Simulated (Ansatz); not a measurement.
# AlS (doublet): correlated methods under varied settings at distance Al1–S2 = 3.234 Å

Aim: run AlS (doublet) at one geometry under a spread of methods and options, and see what each costs and gives.

Method: the settings change from run to run; program: Ansatz 0.2.0, Gaussian basis.

28 further runs of the same task are left out: 2 for a known fault of the program, 25 that didn't finish, 1 set aside as unsound or not needed.

### 1 The geometry

The geometry derives from a PBE0/def2-TZVP stationary point (not a proven minimum). One bond is set to the value named and the two fragments are kept rigid.

2 atoms, charge 0, spin multiplicity 2.

Atoms are counted from 1 here; the program's logs count them from 0.

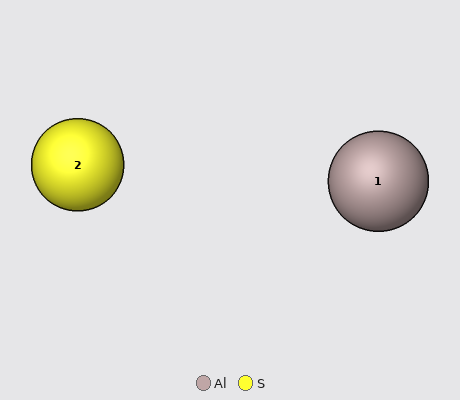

The structure; aluminium light grey, sulfur yellow; atoms are numbered from 1 in the order of the file.

Coordinates:

```xyz
2

Al    0.0000    0.0000    0.0000
S     0.0000    0.0000    3.2340
```

### 2 MP2 on UHF/6-31G

in.yaml

```yaml
crystal:
  periodic: [false, false, false]
  atoms:
    - {symbol: Al, position_ang: [0.000000, 0.000000, 0.000000]}
    - {symbol: S, position_ang: [0.000000, 0.000000, 3.234000]}
basis:
  gaussian: {orbitals: 6-31G}
magnetization: {spin_polarized: true, initial_magnetization: 1}
correlation: {method: mp2, electrons: valence}
```

Launch:

```bash
ansatz run in.yaml --threads 1 --pin off --events-out ev --progress --plain --max-ram 2393MiB
```

What it wrote:

```text
Functional definition: HF
  name "HF"
  cite "Fock, Z. Phys. 61, 126 (1930) doi:10.1007/BF01340294"
  parent pbe
  exchange = exact_x
  correlation = 0
278 factors; integrals over basis functions are off by at most 1.3e-4 eV
mean field evaluation 1: about -17393.9974 eV, gradient 1.5e1 eV
mean field evaluation 2: about -17393.9983 eV, gradient 1.5e1 eV
mean field evaluation 4: about -17396.8498 eV, gradient 1.7e0 eV
mean field evaluation 8: about -17396.9245 eV, gradient 1.2e-2 eV
mean field evaluation 16: about -17396.9822 eV, gradient 4.2e-1 eV
mean field evaluation 32: about -17396.4923 eV, gradient 4.4e0 eV
mean field evaluation 64: about -17395.9999 eV, gradient 7.7e-1 eV
mean field evaluation 96: about -17397.6928 eV, gradient 2.2e-2 eV
mean field evaluation 128: about -17397.6729 eV, gradient 7.9e-1 eV
mean field evaluation 160: about -17397.5754 eV, gradient 1.5e0 eV
mean field evaluation 192: about -17397.1514 eV, gradient 3.8e-1 eV
mean field evaluation 224: about -17396.8715 eV, gradient 2.0e0 eV
mean field evaluation 256: about -17396.8509 eV, gradient 1.7e0 eV
mean field evaluation 288: about -17396.9245 eV, gradient 1.5e-4 eV
mean field -17397.69285403 eV, -639.3534198059 hartree, gradient 2.9e-6 eV, S^2 0.962907; 25 other end points of the search recorded, 0 dependent functions left out
10 core orbitals not correlated: weight in the atoms' cores, before any rotation towards them, 1.000 or more for the frozen orbitals, at most 0.000 for the correlated occupied ones
reference -17397.69285403 eV, -639.3534198059 hartree; 5, 4 occupied and 11, 12 virtual orbitals, 278 factors
second order -1.52218712 eV of doubles, -0.00000000 eV of singles
Total energy: -17399.21504115 eV, -639.4093591509 hartree
```

Run time: 1.4 s. Hardware: 1 thread of INTEL XEON PLATINUM 8581C at 2.10GHz, shared host.

From the report: ⟨S²⟩ of the determinant 0.963 (pure doublet: 0.75).

### 3 CCSDT on ROHF/STO-3G

in.yaml

```yaml
crystal:
  periodic: [false, false, false]
  atoms:
    - {symbol: Al, position_ang: [0.000000, 0.000000, 0.000000]}
    - {symbol: S, position_ang: [0.000000, 0.000000, 3.234000]}
basis:
  gaussian: {orbitals: STO-3G}
magnetization: {spin_polarized: false, initial_magnetization: 1}
hamiltonian: {pseudopotentials: {relativity: none}}
correlation: {method: ccsdt, electrons: valence}
output: {forces: true}
```

The command is unchanged.

What it wrote, shortened:

```text
Functional definition: HF
  name "HF"
  cite "Fock, Z. Phys. 61, 126 (1930) doi:10.1007/BF01340294"
  parent pbe
[...]
271 factors; integrals over basis functions are off by at most 3.0e-8 eV
[...]
mean field -17197.47098218 eV, -631.9954017308 hartree, gradient 4.1e-6 eV, S^2 0.750000; 17 other end points of the search recorded, 0 dependent functions left out
[...]
determinant -17197.47098218 eV, -631.9954017308 hartree, with singles and doubles -17199.17053376 eV, -632.0578590994 hartree
determinant -17196.43275733 eV, -631.9572476712 hartree, with singles and doubles -17197.76573349 eV, -632.0062336416 hartree
determinant -17194.72447161 eV, -631.8944693290 hartree, with singles and doubles -17196.26371787 eV, -631.9510355857 hartree
determinant -17194.66770104 eV, -631.8923830487 hartree, with singles and doubles -17196.22805457 eV, -631.9497249835 hartree
[...]
determinant -17197.47098218 eV, -631.9954017308 hartree, with singles and doubles -17199.20393574 eV, -632.0590865992 hartree
unrestricted determinant -17198.05481130 eV, -632.0168570552 hartree, S^2 1.3678
10 core orbitals not correlated: weight in the atoms' cores, before any rotation towards them, 1.000 or more for the frozen orbitals, at most 0.000 for the correlated occupied ones
reference -17197.47098218 eV, -631.9954017308 hartree; 5, 4 occupied and 3, 4 virtual orbitals, 271 factors
second order -1.00177894 eV of doubles, -0.00775668 eV of singles
cycle   1  -1.25704092 eV  change   -2.5e-1 eV  update   1.4e-1
[...]
cycle   4  -1.77299453 eV  change    2.7e-7 eV  update   2.1e-7
[...]
Total energy: -17199.24397672 eV, -632.0605580780 hartree
Atom 0 at     0.000000     0.000000     0.000000 Å, force     0.000000    -0.000000     3.015429 eV/Å
Atom 1 at     0.000000     0.000000     3.234000 Å, force    -0.000000     0.000000    -3.015429 eV/Å
Dipole moment:     0.000000    -0.000000    -0.987395 e Å
```

Run time: 3.3 s. Hardware: 1 thread of INTEL XEON PLATINUM 8581C at 2.10GHz, shared host.

From the report: correlation -1.7730 eV; T1 0.064; largest double amplitude 0.29.

### 4 CCSD(T)/6-31G

in.yaml

```yaml
crystal:
  periodic: [false, false, false]
  atoms:
    - {symbol: Al, position_ang: [0.000000, 0.000000, 0.000000]}
    - {symbol: S, position_ang: [0.000000, 0.000000, 3.234000]}
basis:
  gaussian: {orbitals: 6-31G}
magnetization: {spin_polarized: false, initial_magnetization: 1}
hamiltonian: {xc: {name: r2SCAN}}
correlation: {method: ccsd_t, electrons: outside_noble_gas}
```

Same command.

What it wrote, shortened:

```text
Functional definition: r2SCAN
  name "r2SCAN"
  cite "Furness, Kaplan, Ning, Perdew & Sun, J. Phys. Chem. Lett. 11, 8208 (2020) doi:10.1021/acs.jpclett.0c02405"
  cite "Furness, Kaplan, Ning, Perdew & Sun, J. Phys. Chem. Lett. 11, 9248 (2020) doi:10.1021/acs.jpclett.0c03077"
  parent r2scan
[...]
278 factors; integrals over basis functions are off by at most 1.3e-4 eV
[...]
mean field -17427.18965815 eV, -640.4374073638 hartree, gradient 6.4e-7 eV, S^2 0.750000; 14 other end points of the search recorded, 0 dependent functions left out
[...]
10 core orbitals not correlated: weight in the atoms' cores, before any rotation towards them, 1.000 or more for the frozen orbitals, at most 0.000 for the correlated occupied ones
reference -17397.23106679 eV, -639.3364494380 hartree; 5, 4 occupied and 11, 12 virtual orbitals, 278 factors
second order -1.99193928 eV of doubles, -0.26682537 eV of singles
cycle   1  -2.22884165 eV  change    6.1e-3 eV  update   1.5e-1
[...]
cycle  14  -2.59715649 eV  change   -3.3e-6 eV  update   9.6e-6
perturbative correction -0.11120903 eV, -0.0040868565 hartree
Total energy: -17399.93943231 eV, -639.4359800349 hartree
```

Wall time 7.5 s (1 thread of INTEL XEON PLATINUM 8581C at 2.10GHz, shared host).

From the report: correlation -2.7084 eV; T1 0.033; largest double amplitude 0.12. The orbitals are Kohn-Sham ones, so correlation energy and T1 don't compare with those on Hartree-Fock orbitals.

### 5 NEVPT4(SD)(13,7)/6-31G

Changes to in.yaml since step 4:

```diff
@@ -8,3 +8,2 @@
 magnetization: {spin_polarized: false, initial_magnetization: 1}
-hamiltonian: {xc: {name: r2SCAN}}
-correlation: {method: ccsd_t, electrons: outside_noble_gas}
+correlation: {method: fic_nevpt4_sd, electrons: all, active_space: {window: {electrons: 13, orbitals: 7}}}
```

The command is unchanged.

What it wrote, shortened:

```text
Functional definition: HF
  name "HF"
  cite "Fock, Z. Phys. 61, 126 (1930) doi:10.1007/BF01340294"
  parent pbe
[...]
278 factors; integrals over basis functions are off by at most 1.3e-4 eV
[...]
mean field -17397.61268967 eV, -639.3504738198 hartree, gradient 1.8e-6 eV, S^2 0.750000; 11 other end points of the search recorded, 0 dependent functions left out
reference -17397.61268967 eV, -639.3504738198 hartree; 15, 14 occupied and 11, 12 virtual orbitals, 278 factors
state -17397.61268967 eV, -639.3504738198 hartree
state -17397.61268967 eV, -639.3504738198 hartree; corrected -17399.84365707 eV, -639.4324603595 hartree
WARN: 6 active orbitals are nearly empty or full. The corrections depend on them more than the energy does, and are more stable in an active space without them
Total energy: -17399.84365707 eV, -639.4324603595 hartree
```

It took 1.8 s on 1 thread of INTEL XEON PLATINUM 8581C at 2.10GHz, shared host.

From the report: 1 determinant; active occupations 2.00, 2.00, 2.00, 2.00, 2.00, 2.00, 1.00. The report marks this result as in doubt.

### 6 The runs in one table

Where basis and cores are those of an earlier FCI/6-31G run (-17400.0175 eV), and the state is the same kind, the miss against it is given. † marks a result that the program doubts.

| level | correlated | functions | energy (eV) | from FCI (meV) | time |
| --- | --- | --- | --- | --- | --- |
| MP2 on UHF/6-31G | valence | 26 | -17399.2150 | 802.4 | 1.4 s |
| CCSDT on ROHF/STO-3G | valence | 18 | -17199.2440 |  | 3.3 s |
| CCSD(T)/6-31G (on r2SCAN orbitals) | outside noble gas | 26 | -17399.9394 | 78.0 | 7.5 s |
| NEVPT4(SD)(13,7)/6-31G † | all | 26 | -17399.8437 |  | 1.8 s |

### 7 Summary of results

| quantity | value |
| --- | --- |
| runs | 4 |
| quickest | MP2 on UHF/6-31G, 1.4 s |
| slowest | CCSD(T)/6-31G (on r2SCAN orbitals), 7.5 s |

In words: Total energies in different bases, with other cores or another treatment of relativity can't be set against each other. CCSD(T)/6-31G (on r2SCAN orbitals) took 5 times as long as MP2 on UHF/6-31G; the jobs differ in more than the method. Among the correlated runs with a miss given, it spans +78 to +802 meV. Cores frozen from Kohn-Sham orbitals shift the total energy.
